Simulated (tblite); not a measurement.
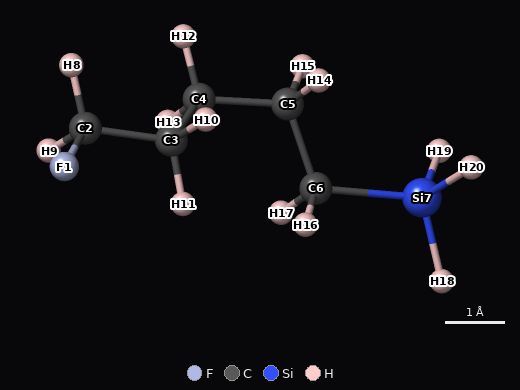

*The input geometry (ball-and-stick view, seen at a tilt; atoms are numbered from 1 in the order of the input).*

Run report: C5H13FSi, geometry relaxation

- system: C5H13FSi
- method: GFN2-xTB geometry optimisation, gas phase (tblite 0.8.0)

What the program printed
```
step      E/eV     max force
  0    -647.49732    1.141
  1    -647.54553    0.431
  2    -647.55338    0.160
  3    -647.55739    0.127
  4    -647.55918    0.146
  5    -647.56096    0.092
  6    -647.56189    0.112
  7    -647.56262    0.076
  8    -647.56304    0.046
  9    -647.56329    0.031
 10    -647.56329    0.031
 11    -647.56338    0.025
 12    -647.56365    0.031
 13    -647.56373    0.033
 14    -647.56392    0.024
 15    -647.56403    0.026
 16    -647.56416    0.023
 17    -647.56429    0.032
 18    -647.56444    0.031
 19    -647.56460    0.037
 20    -647.56472    0.032
 21    -647.56480    0.018
 22    -647.56487    0.019
 23    -647.56493    0.020
 24    -647.56501    0.026
 25    -647.56508    0.020
 26    -647.56515    0.019
 27    -647.56521    0.017
 28    -647.56528    0.025
 29    -647.56534    0.022
 30    -647.56538    0.013
 31    -647.56540    0.012
 32    -647.56542    0.010
 33    -647.56544    0.012
 34    -647.56547    0.012
 35    -647.56551    0.014
 36    -647.56555    0.011
 37    -647.56557    0.010
 38    -647.56559    0.010
 39    -647.56560    0.008
 40    -647.56562    0.007
 41    -647.56563    0.009
 42    -647.56564    0.011
 43    -647.56565    0.009
 44    -647.56566    0.007
 45    -647.56567    0.008
 46    -647.56568    0.009
 47    -647.56569    0.008
 48    -647.56570    0.007
 49    -647.56571    0.007
 50    -647.56572    0.008
 51    -647.56573    0.006
 52    -647.56574    0.006
 53    -647.56574    0.006
 54    -647.56575    0.006
 55    -647.56575    0.006
 56    -647.56576    0.008
 57    -647.56577    0.008
 58    -647.56578    0.008
 59    -647.56579    0.007
 60    -647.56580    0.008
 61    -647.56581    0.007
 62    -647.56581    0.005
 63    -647.56582    0.004
 64    -647.56582    0.004
 65    -647.56582    0.004
```

Trajectory as extended XYZ (Å, eV, eV/Å), 11 of the 12 frames kept, from step=0 to step=65
```
20
Properties=species:S:1:pos:R:3:forces:R:3 step=0 energy=-647.49732
F     3.7620    0.4918   -1.3014    0.3760   0.1870  -0.3600
C     3.0631   -0.2289   -0.3884    0.2590  -0.3900   0.8040
C     1.6451    0.2669   -0.3281   -0.8120   0.4110  -0.4410
C     0.7989   -0.4996    0.6742    0.0440  -0.3920   0.6590
C    -0.6228    0.0392    0.8565   -0.1560   0.1950  -0.4630
C    -1.4897   -0.1162   -0.4114    0.6050  -0.1130   0.3410
Si   -3.2745    0.4066   -0.2220   -1.0470   0.2550   0.3760
H     3.5760   -0.1083    0.5901   -0.1410   0.0160  -0.3490
H     3.1201   -1.2880   -0.6759   -0.0150   0.1010  -0.0900
H     1.6364    1.3372   -0.0788    0.0950  -0.1790   0.0550
H     1.2026    0.1879   -1.3372    0.1530  -0.0670   0.2920
H     1.2927   -0.4716    1.6620   -0.0430   0.0890  -0.2630
H     0.7498   -1.5630    0.4042   -0.0100   0.1670  -0.1370
H    -0.5690    1.0963    1.1418   -0.0290  -0.0860  -0.1140
H    -1.0963   -0.4844    1.6867   -0.0140  -0.1070  -0.0110
H    -1.0599    0.4766   -1.2135    0.1990  -0.0080  -0.1220
H    -1.4652   -1.1599   -0.7280    0.1280  -0.0290  -0.0300
H    -4.0007    0.1984   -1.4989    0.1970   0.0550   0.2820
H    -3.9287   -0.4085    0.8433    0.1930   0.2360  -0.3150
H    -3.3450    1.8381    0.1693    0.0170  -0.3400  -0.1140
20
Properties=species:S:1:pos:R:3:forces:R:3 step=5 energy=-647.56096
F     3.7793    0.4863   -1.3045    0.0190  -0.0010  -0.0060
C     3.0606   -0.2311   -0.3768    0.0350  -0.0220   0.0230
C     1.6256    0.2709   -0.3287    0.0250   0.0260  -0.0340
C     0.7940   -0.5067    0.6887    0.0220   0.0090  -0.0170
C    -0.6283    0.0405    0.8483   -0.0100   0.0070  -0.0220
C    -1.4851   -0.1145   -0.4078    0.0870  -0.0290  -0.0090
Si   -3.3007    0.4135   -0.2057    0.0890  -0.0180   0.0120
H     3.5737   -0.1018    0.5827   -0.0240   0.0150   0.0010
H     3.1178   -1.2811   -0.6831   -0.0300  -0.0020  -0.0060
H     1.6393    1.3322   -0.0703   -0.0260  -0.0030   0.0260
H     1.2023    0.1776   -1.3306   -0.0310  -0.0210   0.0300
H     1.2982   -0.4625    1.6591   -0.0250   0.0010  -0.0230
H     0.7473   -1.5576    0.3911   -0.0120   0.0130  -0.0080
H    -0.5720    1.0946    1.1287   -0.0230   0.0140  -0.0270
H    -1.1000   -0.4900    1.6781   -0.0470  -0.0150  -0.0090
H    -1.0441    0.4698   -1.2168    0.0220  -0.0110  -0.0030
H    -1.4508   -1.1587   -0.7273    0.0150  -0.0060  -0.0020
H    -3.9887    0.2032   -1.4794   -0.0150   0.0070  -0.0120
H    -3.9256   -0.3997    0.8341   -0.0440  -0.0270   0.0620
H    -3.3481    1.8256    0.1647   -0.0260   0.0620   0.0240
20
Properties=species:S:1:pos:R:3:forces:R:3 step=11 energy=-647.56338
F     3.7852    0.4831   -1.3038   -0.0010   0.0000   0.0010
C     3.0617   -0.2308   -0.3767   -0.0060   0.0030   0.0000
C     1.6266    0.2725   -0.3293   -0.0060   0.0050   0.0000
C     0.7946   -0.5053    0.6875    0.0030  -0.0010   0.0050
C    -0.6283    0.0405    0.8466    0.0020   0.0030  -0.0140
C    -1.4782   -0.1171   -0.4110   -0.0040  -0.0090  -0.0170
Si   -3.2935    0.4127   -0.2002    0.0000   0.0020   0.0030
H     3.5709   -0.0984    0.5839   -0.0070  -0.0110   0.0030
H     3.1130   -1.2806   -0.6848   -0.0070  -0.0020   0.0170
H     1.6358    1.3322   -0.0654   -0.0090   0.0090  -0.0140
H     1.1970    0.1730   -1.3271   -0.0030   0.0190  -0.0040
H     1.2969   -0.4608    1.6573   -0.0020  -0.0150   0.0110
H     0.7453   -1.5550    0.3870    0.0020  -0.0020   0.0070
H    -0.5765    1.0962    1.1219   -0.0090  -0.0010   0.0050
H    -1.1067   -0.4918    1.6727    0.0040   0.0130  -0.0120
H    -1.0358    0.4667   -1.2192    0.0080  -0.0060  -0.0130
H    -1.4442   -1.1615   -0.7282    0.0080  -0.0160  -0.0120
H    -3.9867    0.2058   -1.4742    0.0070   0.0050   0.0180
H    -3.9298   -0.3999    0.8400    0.0180   0.0170   0.0030
H    -3.3525    1.8293    0.1674    0.0020  -0.0160   0.0140
20
Properties=species:S:1:pos:R:3:forces:R:3 step=17 energy=-647.56429
F     3.7846    0.4811   -1.3018    0.0070  -0.0070   0.0030
C     3.0586   -0.2302   -0.3748   -0.0050   0.0030   0.0010
C     1.6248    0.2758   -0.3293   -0.0040  -0.0020   0.0070
C     0.7945   -0.5043    0.6875   -0.0020  -0.0010   0.0000
C    -0.6282    0.0407    0.8419   -0.0030  -0.0040  -0.0010
C    -1.4741   -0.1211   -0.4178   -0.0230   0.0050  -0.0070
Si   -3.2870    0.4119   -0.1990   -0.0300   0.0080   0.0070
H     3.5665   -0.1009    0.5867   -0.0020   0.0110   0.0070
H     3.1075   -1.2813   -0.6787   -0.0080   0.0010  -0.0060
H     1.6318    1.3367   -0.0693    0.0070  -0.0020   0.0170
H     1.1950    0.1795   -1.3274    0.0010  -0.0120   0.0010
H     1.2942   -0.4650    1.6591    0.0060   0.0210  -0.0010
H     0.7464   -1.5544    0.3882   -0.0020   0.0030  -0.0170
H    -0.5807    1.0965    1.1181    0.0030   0.0000  -0.0150
H    -1.1086   -0.4894    1.6679   -0.0060  -0.0060  -0.0060
H    -1.0329    0.4612   -1.2278    0.0110  -0.0020  -0.0040
H    -1.4401   -1.1661   -0.7341    0.0060  -0.0050   0.0030
H    -3.9868    0.2079   -1.4698    0.0060   0.0040   0.0180
H    -3.9210   -0.3946    0.8474    0.0210   0.0020  -0.0050
H    -3.3498    1.8264    0.1773    0.0170  -0.0150  -0.0010
20
Properties=species:S:1:pos:R:3:forces:R:3 step=23 energy=-647.56493
F     3.7868    0.4764   -1.2984    0.0010   0.0010   0.0000
C     3.0556   -0.2296   -0.3716    0.0030   0.0010  -0.0020
C     1.6231    0.2788   -0.3283    0.0010   0.0010  -0.0010
C     0.7927   -0.5029    0.6865    0.0030   0.0010  -0.0070
C    -0.6310    0.0400    0.8356    0.0160  -0.0010   0.0120
C    -1.4742   -0.1244   -0.4253    0.0100  -0.0020   0.0070
Si   -3.2845    0.4118   -0.1965    0.0020  -0.0020   0.0020
H     3.5613   -0.0988    0.5908    0.0040  -0.0020   0.0050
H     3.0995   -1.2810   -0.6748    0.0060  -0.0060   0.0050
H     1.6308    1.3388   -0.0652    0.0010   0.0010   0.0010
H     1.1939    0.1809   -1.3264    0.0030   0.0090  -0.0030
H     1.2922   -0.4603    1.6585   -0.0160  -0.0010  -0.0100
H     0.7472   -1.5523    0.3836    0.0020   0.0020   0.0090
H    -0.5836    1.0965    1.1085   -0.0060   0.0030  -0.0020
H    -1.1132   -0.4895    1.6608   -0.0050   0.0000   0.0010
H    -1.0292    0.4552   -1.2350   -0.0090   0.0060  -0.0080
H    -1.4371   -1.1703   -0.7378   -0.0160  -0.0080  -0.0040
H    -3.9890    0.2112   -1.4631   -0.0170   0.0020  -0.0020
H    -3.9071   -0.3936    0.8560    0.0020  -0.0140   0.0020
H    -3.3396    1.8237    0.1865    0.0130   0.0080  -0.0040
20
Properties=species:S:1:pos:R:3:forces:R:3 step=35 energy=-647.56551
F     3.7917    0.4718   -1.2941    0.0010   0.0050  -0.0010
C     3.0569   -0.2297   -0.3669    0.0090  -0.0020   0.0000
C     1.6255    0.2821   -0.3271    0.0090   0.0050  -0.0090
C     0.7913   -0.5005    0.6833    0.0080  -0.0010  -0.0060
C    -0.6334    0.0391    0.8275   -0.0010   0.0030   0.0020
C    -1.4768   -0.1296   -0.4329   -0.0030  -0.0010  -0.0030
Si   -3.2842    0.4112   -0.1929   -0.0060   0.0000   0.0010
H     3.5610   -0.0976    0.5962    0.0050  -0.0010   0.0050
H     3.0999   -1.2821   -0.6668    0.0000  -0.0050   0.0030
H     1.6350    1.3414   -0.0617    0.0010   0.0050   0.0090
H     1.1998    0.1899   -1.3271   -0.0040  -0.0050  -0.0080
H     1.2858   -0.4560    1.6573   -0.0040   0.0000   0.0050
H     0.7492   -1.5503    0.3826    0.0020  -0.0070  -0.0050
H    -0.5895    1.0962    1.0977   -0.0010   0.0110  -0.0020
H    -1.1154   -0.4884    1.6539   -0.0070  -0.0060   0.0020
H    -1.0348    0.4478   -1.2458    0.0000   0.0020  -0.0010
H    -1.4435   -1.1761   -0.7434   -0.0040  -0.0060   0.0020
H    -4.0095    0.2185   -1.4499    0.0020   0.0020   0.0080
H    -3.8940   -0.4011    0.8630   -0.0020   0.0090  -0.0030
H    -3.3202    1.8242    0.1916   -0.0050  -0.0100   0.0000
20
Properties=species:S:1:pos:R:3:forces:R:3 step=41 energy=-647.56563
F     3.7946    0.4717   -1.2928    0.0010  -0.0030   0.0030
C     3.0597   -0.2296   -0.3654   -0.0030   0.0010   0.0010
C     1.6282    0.2832   -0.3271    0.0000  -0.0020   0.0030
C     0.7916   -0.4999    0.6817    0.0010  -0.0010  -0.0020
C    -0.6340    0.0393    0.8247    0.0060  -0.0020   0.0010
C    -1.4783   -0.1315   -0.4350    0.0000   0.0010   0.0010
Si   -3.2851    0.4105   -0.1919   -0.0080   0.0020   0.0030
H     3.5636   -0.0974    0.5980    0.0000   0.0010  -0.0010
H     3.1018   -1.2826   -0.6641    0.0030   0.0020  -0.0010
H     1.6382    1.3421   -0.0596   -0.0020  -0.0020  -0.0030
H     1.2028    0.1908   -1.3276    0.0050   0.0040   0.0020
H     1.2837   -0.4558    1.6571   -0.0030   0.0000  -0.0040
H     0.7504   -1.5498    0.3804    0.0000   0.0020  -0.0020
H    -0.5912    1.0972    1.0937    0.0010  -0.0020  -0.0030
H    -1.1159   -0.4886    1.6512    0.0000   0.0030   0.0010
H    -1.0371    0.4450   -1.2490    0.0000   0.0010  -0.0040
H    -1.4454   -1.1786   -0.7437   -0.0040  -0.0030   0.0010
H    -4.0171    0.2213   -1.4449    0.0040  -0.0020  -0.0040
H    -3.8956   -0.3991    0.8649   -0.0010  -0.0010   0.0040
H    -3.3198    1.8226    0.1939   -0.0010   0.0020   0.0020
20
Properties=species:S:1:pos:R:3:forces:R:3 step=47 energy=-647.56569
F     3.7978    0.4709   -1.2907    0.0010   0.0030  -0.0010
C     3.0616   -0.2295   -0.3637    0.0010   0.0020   0.0000
C     1.6301    0.2837   -0.3269   -0.0020   0.0010   0.0000
C     0.7916   -0.5002    0.6795   -0.0040   0.0010   0.0000
C    -0.6341    0.0391    0.8222   -0.0010   0.0020  -0.0010
C    -1.4807   -0.1325   -0.4360    0.0000  -0.0020   0.0030
Si   -3.2875    0.4106   -0.1900    0.0070   0.0000   0.0000
H     3.5652   -0.0970    0.5997   -0.0030   0.0000   0.0030
H     3.1046   -1.2825   -0.6625   -0.0030   0.0000   0.0020
H     1.6391    1.3424   -0.0587    0.0040   0.0000   0.0020
H     1.2067    0.1934   -1.3283    0.0000  -0.0020  -0.0020
H     1.2816   -0.4564    1.6560    0.0030  -0.0040  -0.0040
H     0.7516   -1.5498    0.3773   -0.0040   0.0020   0.0000
H    -0.5911    1.0973    1.0896    0.0040   0.0000  -0.0010
H    -1.1159   -0.4871    1.6500    0.0040   0.0010  -0.0010
H    -1.0395    0.4425   -1.2515   -0.0060  -0.0050   0.0020
H    -1.4496   -1.1804   -0.7427   -0.0020   0.0020  -0.0020
H    -4.0184    0.2215   -1.4439    0.0020  -0.0010   0.0020
H    -3.8975   -0.3977    0.8685    0.0010   0.0000  -0.0030
H    -3.3208    1.8225    0.1968   -0.0010   0.0020   0.0000
20
Properties=species:S:1:pos:R:3:forces:R:3 step=53 energy=-647.56574
F     3.8003    0.4711   -1.2885    0.0000   0.0010   0.0020
C     3.0628   -0.2289   -0.3622    0.0000  -0.0010   0.0010
C     1.6314    0.2844   -0.3272    0.0000   0.0000  -0.0010
C     0.7915   -0.5004    0.6773    0.0000  -0.0020   0.0000
C    -0.6339    0.0393    0.8204   -0.0010   0.0010  -0.0010
C    -1.4826   -0.1340   -0.4360    0.0010   0.0010  -0.0020
Si   -3.2881    0.4113   -0.1883    0.0010  -0.0010   0.0000
H     3.5649   -0.0964    0.6021   -0.0010   0.0010   0.0010
H     3.1056   -1.2819   -0.6604    0.0000  -0.0020   0.0000
H     1.6411    1.3426   -0.0575   -0.0020   0.0010  -0.0010
H     1.2097    0.1949   -1.3294   -0.0020   0.0010  -0.0010
H     1.2813   -0.4583    1.6538    0.0030  -0.0020   0.0020
H     0.7504   -1.5496    0.3742   -0.0010  -0.0020  -0.0050
H    -0.5897    1.0978    1.0861   -0.0010   0.0010   0.0000
H    -1.1146   -0.4856    1.6495    0.0020   0.0010   0.0020
H    -1.0435    0.4390   -1.2537    0.0030   0.0010   0.0000
H    -1.4537   -1.1820   -0.7424    0.0010  -0.0010   0.0060
H    -4.0181    0.2209   -1.4423   -0.0020   0.0010   0.0000
H    -3.8980   -0.3967    0.8702   -0.0010  -0.0020   0.0010
H    -3.3218    1.8232    0.1988    0.0000   0.0010  -0.0020
20
Properties=species:S:1:pos:R:3:forces:R:3 step=59 energy=-647.56579
F     3.8029    0.4721   -1.2848    0.0000  -0.0030   0.0010
C     3.0635   -0.2286   -0.3605   -0.0020   0.0020   0.0000
C     1.6320    0.2849   -0.3280    0.0020   0.0010  -0.0010
C     0.7913   -0.5013    0.6748    0.0030   0.0020  -0.0040
C    -0.6332    0.0402    0.8191    0.0030   0.0000   0.0040
C    -1.4836   -0.1348   -0.4358   -0.0020  -0.0010   0.0030
Si   -3.2885    0.4116   -0.1870   -0.0070   0.0010  -0.0010
H     3.5634   -0.0956    0.6050   -0.0020  -0.0030  -0.0020
H     3.1067   -1.2818   -0.6585    0.0030   0.0060   0.0000
H     1.6415    1.3429   -0.0570   -0.0030  -0.0010   0.0000
H     1.2110    0.1970   -1.3307    0.0030  -0.0010   0.0010
H     1.2824   -0.4627    1.6511   -0.0050  -0.0030  -0.0030
H     0.7485   -1.5496    0.3683    0.0000   0.0020   0.0000
H    -0.5883    1.0992    1.0827    0.0040   0.0030   0.0020
H    -1.1125   -0.4829    1.6500   -0.0050   0.0010   0.0020
H    -1.0451    0.4357   -1.2556    0.0030  -0.0040   0.0020
H    -1.4565   -1.1839   -0.7382    0.0030  -0.0020  -0.0030
H    -4.0195    0.2209   -1.4405   -0.0010   0.0010   0.0010
H    -3.8988   -0.3967    0.8715    0.0020   0.0020  -0.0010
H    -3.3225    1.8240    0.1987    0.0020  -0.0030  -0.0010
20
Properties=species:S:1:pos:R:3:forces:R:3 step=65 energy=-647.56582
F     3.8056    0.4726   -1.2818    0.0010   0.0040  -0.0010
C     3.0639   -0.2277   -0.3592    0.0020   0.0000   0.0000
C     1.6325    0.2856   -0.3287   -0.0020  -0.0010   0.0010
C     0.7910   -0.5019    0.6723   -0.0030  -0.0010   0.0010
C    -0.6327    0.0412    0.8187    0.0000  -0.0010   0.0000
C    -1.4847   -0.1359   -0.4350    0.0010   0.0000   0.0010
Si   -3.2895    0.4117   -0.1865    0.0020  -0.0010  -0.0010
H     3.5618   -0.0957    0.6073    0.0020   0.0010   0.0030
H     3.1081   -1.2806   -0.6574   -0.0020  -0.0030  -0.0020
H     1.6410    1.3433   -0.0567    0.0000   0.0000   0.0000
H     1.2130    0.1984   -1.3321    0.0010   0.0000  -0.0010
H     1.2821   -0.4669    1.6485    0.0000   0.0000  -0.0010
H     0.7467   -1.5494    0.3631   -0.0010   0.0010   0.0000
H    -0.5860    1.1007    1.0806    0.0000  -0.0030  -0.0010
H    -1.1119   -0.4800    1.6511    0.0010   0.0020   0.0000
H    -1.0454    0.4320   -1.2563   -0.0010   0.0000   0.0010
H    -1.4579   -1.1858   -0.7353    0.0000   0.0010   0.0000
H    -4.0217    0.2211   -1.4392   -0.0010  -0.0010  -0.0010
H    -3.8988   -0.3961    0.8728    0.0000   0.0010   0.0010
H    -3.3222    1.8241    0.1985    0.0010   0.0000   0.0000
```

This output came from the following input.

Input file
```
{"job": {"xc": "GFN2-xTB", "basis": "xTB", "kind": "relax"}, "charge": 0, "multiplicity": 1}
F      3.762000     0.491800    -1.301400
C      3.063100    -0.228900    -0.388400
C      1.645100     0.266900    -0.328100
C      0.798900    -0.499600     0.674200
C     -0.622800     0.039200     0.856500
C     -1.489700    -0.116200    -0.411400
Si    -3.274500     0.406600    -0.222000
H      3.576000    -0.108300     0.590100
H      3.120100    -1.288000    -0.675900
H      1.636400     1.337200    -0.078800
H      1.202600     0.187900    -1.337200
H      1.292700    -0.471600     1.662000
H      0.749800    -1.563000     0.404200
H     -0.569000     1.096300     1.141800
H     -1.096300    -0.484400     1.686700
H     -1.059900     0.476600    -1.213500
H     -1.465200    -1.159900    -0.728000
H     -4.000700     0.198400    -1.498900
H     -3.928700    -0.408500     0.843300
H     -3.345000     1.838100     0.169300
```

The first line tells a small driver script what to run in tblite; the rest is the geometry in Å.

Launched with:
```bash
OMP_NUM_THREADS=1 python <driver script> task.json out
```

Results in brief

- outcome: converged
- total energy: −647.5658 eV
- hardware: 1 CPU thread, shared host
- peak memory: 0.19 GiB
